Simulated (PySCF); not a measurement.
The calculation's input:

```
{"job": {"kind": "uv", "xc": "PBE0", "basis": "def2-SVPD", "ip": true, "dynamic": true}, "charge": 0, "multiplicity": 1}
C      2.302236    -0.546772    -0.451986
C      0.940339    -0.017984    -0.179109
N     -0.148978    -0.776363    -0.046402
N     -1.127978     0.071912     0.170152
C     -2.472904    -0.366959     0.435884
N     -0.791012     1.346343     0.203876
C      0.506504     1.309166    -0.018447
F      1.232711     2.403609    -0.074413
H      3.020339     0.279604    -0.536109
H      2.323722    -1.120408    -1.390442
H      2.638810    -1.215183     0.354638
H     -3.147776     0.476226     0.252551
H     -2.714423    -1.200473    -0.235052
H     -2.576526    -0.700694     1.479628
```

Run with:

```sh
OMP_NUM_THREADS=1 python probes_run.py task.json out
```

Geometry: PBE0-D3(BJ)/def2-SVP.

Computed with PBE0/def2-SVPD, SCF density, gas phase in PySCF.

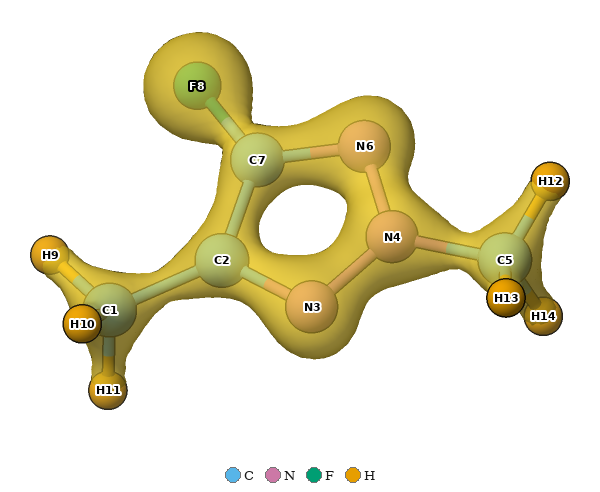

C₄H₆FN₃ (SMILES Cc1nn(C)nc1F). Isosurface of the total electron density at 1.5 e/Å³ (yellow), seen at a tilt.

Question: What does this surface tell about the bonding?

Answer: At this value the surface is in one piece. It bridges the sampled N–N (1.31 Å), C–F (1.31 Å), C–N (1.32 Å) and C–C (1.41 Å) contacts, where the density stays above the isovalue. On the grid the lowest density along these lines, outside the cores, is 2.7 e/Å³ (N–N, 1.31 Å), 1.8 e/Å³ (C–F, 1.31 Å), 2.4 e/Å³ (C–N, 1.32 Å) and 2 e/Å³ (C–C, 1.41 Å).
